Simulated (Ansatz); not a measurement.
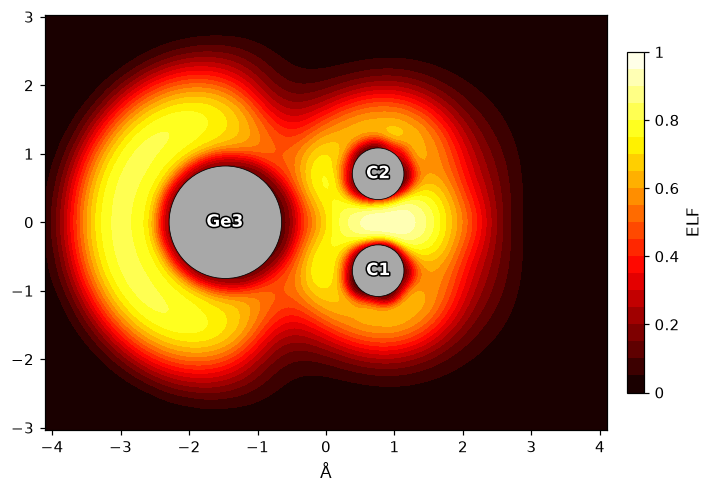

*C2H5GeO (SMILES [OH][Ge]1[CH2][CH2]1) (doublet). Electron localisation function on the plane of atoms C2, C1 and Ge3. Grey discs cover the atomic cores.*

Geometry: BLYP-D3(BJ)/def2-SVP.

The calculation used Ansatz, isolated molecule in a Gaussian basis; Kohn-Sham density functional theory, functional PBE0.

```xyz
9

C     0.1177    0.7543    0.0563
C     0.3461    1.5676   -1.0789
Ge    1.9000   -0.1812   -1.1377
O     0.6743   -1.1938   -2.1097
H     1.1359   -1.9365   -2.5485
H     0.4981    1.0443    1.0474
H    -0.6255   -0.0548    0.0201
H     0.9094    2.5095   -0.9976
H    -0.2178    1.3976   -2.0071
```

Interpret the plot.

Answer.
- The section cuts through C and Ge sites.
- C–C (1.42 Å): the ELF peaks at about 0.95 between the atoms: a covalent bond.
- C–Ge (2.34 Å): the ELF peaks at about 0.75 in the valence shell of C, 0.8 Å from its nucleus, and is about 0.50 at the midpoint.
